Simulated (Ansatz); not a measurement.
Reaction (SMILES): FCF → C atom + 2 F atom + 2 H atom
B3LYP-D3(BJ)/def2-TZVP geometries, fixed; electronic energies without zero-point terms.
Largest species:
```xyz
5

C      0.0044     0.0053     0.5043
F     -0.0170     1.1024    -0.3021
F      0.0119    -1.1085    -0.2792
H     -0.9025    -0.0002     1.1113
H      0.9218     0.0234     1.0951
```
Charge 0, spin multiplicity 1.

Basis-set convergence of the atomisation energy at MP2 with Ansatz (a quantum-chemistry and plane-wave program). Cartesian d functions, on some or all atoms, in 6-31G**, 6-31+G*; all else is spherical. Cores are frozen. Open shells are unrestricted. No added dispersion term, no relativity. Functions are those of the species that has most. Reference: Hartree-Fock in aug-cc-pVQZ plus the correlation part extrapolated as X^-3 from aug-cc-pVTZ and aug-cc-pVQZ, 451.58 kcal/mol, itself unsure by roughly 1.30 kcal/mol (a third of the extrapolation step and of the last Hartree-Fock step). Deviations are taken from unrounded values.

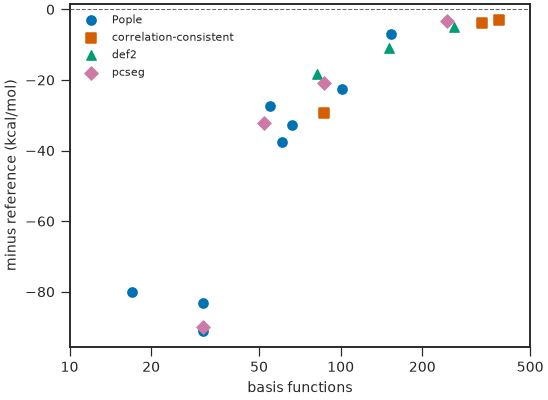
Deviation from the reference against the number of basis functions, by family of sets.

| basis | functions | atomisation energy (kcal/mol) | minus reference (kcal/mol) |
|---|---|---|---|
| STO-3G | 17 | 371.61 | -79.97 |
| 3-21G | 31 | 368.31 | -83.27 |
| 6-31G | 31 | 360.43 | -91.15 |
| pcseg-0 | 31 | 361.57 | -90.01 |
| pcseg-1 | 52 | 419.30 | -32.28 |
| 6-31G** | 55 | 424.25 | -27.33 |
| 6-31+G* | 61 | 414.06 | -37.52 |
| 6-311G** | 66 | 418.80 | -32.78 |
| def2-SVPD | 82 | 433.17 | -18.41 |
| aug-cc-pVDZ | 87 | 422.29 | -29.29 |
| aug-pcseg-1 | 87 | 430.66 | -20.92 |
| 6-311++G(2d,2p) | 101 | 429.10 | -22.48 |
| def2-TZVPPD | 151 | 440.68 | -10.90 |
| 6-311++G(3df,3pd) | 153 | 444.52 | -7.06 |
| pcseg-3 | 246 | 448.34 | -3.24 |
| def2-QZVPPD | 261 | 446.49 | -5.09 |
| aug-cc-pVQZ | 332 | 447.81 | -3.77 |
| cc-pV5Z | 383 | 448.71 | -2.87 |
